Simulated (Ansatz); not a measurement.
# NO (nitric oxide): levels of theory compared

Aim: a comparison of 6 runs (UHF/STO-3G, U-r2SCAN0/STO-3G, U-revPBE/STO-3G, UB2PLYP/STO-3G, RPA@PBE/STO-3G, UCCSD/STO-3G) of NO (nitric oxide). 

Program for the calculation: Ansatz 0.2.0.

43 further runs of the same task are left out: 3 that didn't finish, 40 set aside as unsound or not needed.

### 1 The system as given

NO: 2 atoms, total charge 0, spin state doublet. As SMILES, `[N]=O`. The O2–N1 distance was set to 2.888 Å, away from the relaxed value.

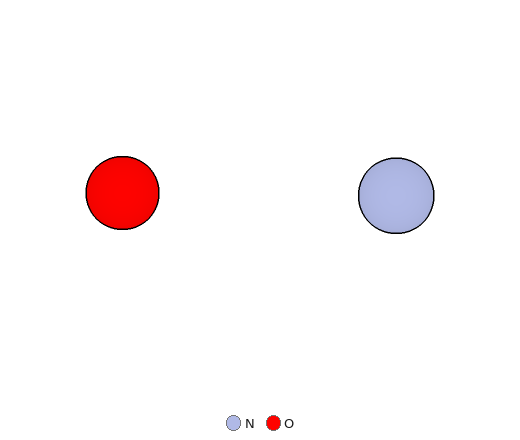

Viewed from a chosen angle; nitrogen light blue, oxygen red.

### 2 The energy at UHF/STO-3G (run 1)

run.yaml reads:

```yaml
crystal:
  periodic: [false, false, false]
  atoms:
    - {symbol: N, position_ang: [-1.960888, 0.717788, -0.989304]}
    - {symbol: O, position_ang: [0.490230, -0.179450, 0.247330]}
basis:
  gaussian: {orbitals: STO-3G}
magnetization: {spin_polarized: true, initial_magnetization: 1}
hamiltonian: {xc: hf}
accuracy: high
```

Launch:

```bash
ansatz run run.yaml --threads 1 --pin off --max-ram 2610MiB --events-out events.jsonl --progress --plain --runs-dir runs
```

Standard output:

```text
Warning: RAYON_NUM_THREADS=1 ignored (pool sized by the plan → 1); use --threads N
Functional definition: HF
  name "HF"
  exchange = exact_x
  correlation = 0
142 factors; integrals over basis functions are off by at most 1.2e-8 eV
mean field evaluation 1: about -3407.8506 eV, gradient 1.7e1 eV
mean field evaluation 2: about -3407.8516 eV, gradient 1.7e1 eV
mean field evaluation 4: about -3405.8055 eV, gradient 7.8e0 eV
mean field evaluation 8: about -3459.1744 eV, gradient 1.2e1 eV
mean field evaluation 16: about -3461.8005 eV, gradient 2.6e-8 eV
mean field evaluation 32: about -3466.5636 eV, gradient 1.2e-3 eV
mean field evaluation 64: about -3470.0722 eV, gradient 1.6e-3 eV
mean field evaluation 96: about -3405.8048 eV, gradient 7.8e0 eV
mean field -3470.08642419 eV, -127.5233239798 hartree, gradient 8.0e-8 eV, S^2 2.747899; 6 other end points of the search recorded, 0 dependent functions left out
reference -3470.08642419 eV, -127.5233239798 hartree; 8, 7 occupied and 2, 3 virtual orbitals, 142 factors
Total energy: -3470.08642419 eV, -127.5233239798 hartree
```

Wall time 0.16 s (1 thread of Arm Neoverse V1, shared host).

### 3 The energy at U-r2SCAN0/STO-3G (run 2)

in.yaml reads:

```yaml
crystal:
  periodic: [false, false, false]
  atoms:
    - {symbol: N, position_ang: [-1.960888, 0.717788, -0.989304]}
    - {symbol: O, position_ang: [0.490230, -0.179450, 0.247330]}
basis:
  gaussian:
    orbitals: STO-3G
magnetization:
  spin_polarized: true
  initial_magnetization: 1
hamiltonian:
  xc: {name: r2SCAN0}
accuracy: high
```

Launch:

```bash
ansatz run in.yaml --threads 1 --pin off --max-ram 2610MiB --events-out events.jsonl --progress --plain --runs-dir runs
```

Standard output:

```text
Warning: RAYON_NUM_THREADS=1 ignored (pool sized by the plan → 1); use --threads N
Functional definition: r2SCAN0
  name "r2SCAN0"
  parameter a = 0.25
  parameter k0 = 0.174
  parameter k1 = 0.065
  parameter a1 = 4.9479
  exchange = (1 - a)*r2scan_x(k0 = k0, k1 = k1, a1 = a1) + a*exact_x
  correlation = r2scan_c
142 factors; integrals over basis functions are off by at most 1.2e-8 eV
mean field evaluation 1: about -3424.1695 eV, gradient 3.5e1 eV
mean field evaluation 2: about -3340.8592 eV, gradient 6.6e0 eV
mean field evaluation 4: about -3417.2097 eV, gradient 8.1e0 eV
mean field evaluation 8: about -3472.9180 eV, gradient 4.2e-1 eV
mean field evaluation 16: about -3477.9413 eV, gradient 1.8e-2 eV
mean field evaluation 32: about -3477.9607 eV, gradient 4.1e-4 eV
mean field evaluation 64: about -3480.5265 eV, gradient 7.5e-2 eV
mean field -3480.52844023 eV, -127.9070609915 hartree, gradient 5.9e-12 eV, S^2 2.743295; 2 other end points of the search recorded, 0 dependent functions left out
reference -3480.52844040 eV, -127.9070609977 hartree; 8, 7 occupied and 2, 3 virtual orbitals, 142 factors
Total energy: -3480.52844040 eV, -127.9070609977 hartree
```

Run time: 11 s. Hardware: 1 thread of Arm Neoverse V1, shared host; peak memory 0.13 GiB.

Runs 3 to 4 aren't shown in full; the table further down has their settings and results.

### 4 A single-point energy at RPA@PBE/STO-3G (run 5)

run.yaml reads:

```yaml
crystal:
  periodic: [false, false, false]
  atoms:
    - {symbol: N, position_ang: [-1.960888, 0.717788, -0.989304]}
    - {symbol: O, position_ang: [0.490230, -0.179450, 0.247330]}
basis:
  gaussian:
    orbitals: STO-3G
correlation:
  method: rpa
  frozen_orbitals: {"N": 1, O: 1}
hamiltonian:
  xc: pbe
accuracy: high
magnetization:
  spin_polarized: true
  initial_magnetization: 1
```

Launch:

```bash
ansatz run run.yaml --threads 1 --pin off --max-ram 2610MiB --events-out events.jsonl --progress --plain --runs-dir runs
```

Standard output, shortened:

```text
Warning: RAYON_NUM_THREADS=1 ignored (pool sized by the plan → 1); use --threads N
Functional definition: PBE
  name "PBE"
[...]
142 factors; integrals over basis functions are off by at most 1.2e-8 eV
[...]
mean field -3476.67003509 eV, -127.7652672180 hartree, gradient 7.4e-9 eV, S^2 2.726805; 8 other end points of the search recorded, 0 dependent functions left out
2 core orbitals not correlated: weight in the atoms' cores, before any rotation towards them, 1.000 or more for the frozen orbitals, at most 0.000 for the correlated occupied ones
reference -3469.97426212 eV, -127.5192020998 hartree; 6, 5 occupied and 2, 3 virtual orbitals, 142 factors
Total energy: -3471.67456611 eV, -127.5816871190 hartree
```

It took 8.4 s on 1 thread of Arm Neoverse V1, shared host; peak memory 0.092 GiB.

### 5 The energy at UCCSD/STO-3G (run 6)

in.yaml reads:

```yaml
crystal:
  periodic: [false, false, false]
  atoms:
    - {symbol: "N", position_ang: [-1.960888, 0.717788, -0.989304]}
    - {symbol: O, position_ang: [0.490230, -0.179450, 0.247330]}
basis:
  gaussian:
    orbitals: STO-3G
magnetization:
  spin_polarized: true
  initial_magnetization: 1
correlation:
  method: ccsd
  frozen_orbitals: {"N": 1, O: 1}
accuracy: high
scf:
  omitted_lower_state_checks: [cluster_reference, increment]
```

Launch:

```bash
ansatz run in.yaml --threads 1 --pin off --max-ram 2610MiB --events-out events.jsonl --progress --plain --runs-dir runs
```

Standard output:

```text
Warning: RAYON_NUM_THREADS=1 ignored (pool sized by the plan → 1); use --threads N
[... 16 lines left out ...]
2 core orbitals not correlated: weight in the atoms' cores, before any rotation towards them, 1.000 or more for the frozen orbitals, at most 0.000 for the correlated occupied ones
[... 88 lines left out ...]
Total energy: -3470.09268695 eV, -127.5235541320 hartree
Checks for a lower state left out: cluster_reference, increment
```

Run time: 0.4 s. Hardware: 1 thread of Arm Neoverse V1, shared host.

### 6 The series

```
run             level  frozen core orbitals  energy (Eh)   ⟨S²⟩  wall time
  1        UHF/STO-3G                     –  -127.523324  2.748     0.16 s
  2  U-r2SCAN0/STO-3G                     –  -127.907061  2.743       11 s
  3   U-revPBE/STO-3G                     –  -127.893412  2.728      6.6 s
  4    UB2PLYP/STO-3G                     2  -127.803229  2.745      3.3 s
  5    RPA@PBE/STO-3G                     2  -127.581687  2.727      8.4 s
  6      UCCSD/STO-3G                     2  -127.523554  2.748      0.4 s
```

### 7 What came out

| quantity | value |
| --- | --- |
| run 6: total energy | -127.52355 Eh |
| run 6: correlation energy (2 core orbitals frozen) | -0.2 mEh |
| run 6: ⟨S²⟩ of the reference determinant | 2.748 |
| run 6: T1 diagnostic | 0.004 |

**Reading.** Totals of different functionals can't be ranked against each other. In runs 1, 2, 3, 4, 5, 6 the basis is minimal, so the values are rough. Spin contamination of the reference: run 1 ⟨S²⟩ = 2.75, run 6 ⟨S²⟩ = 2.75, run 4 ⟨S²⟩ = 2.75, run 2 ⟨S²⟩ = 2.74, run 3 ⟨S²⟩ = 2.73, run 5 ⟨S²⟩ = 2.73. Where it is this large, the reference is a mixture of spin states, and values that rest on it are in doubt. All runs together took 30 s, the longest 11 s.
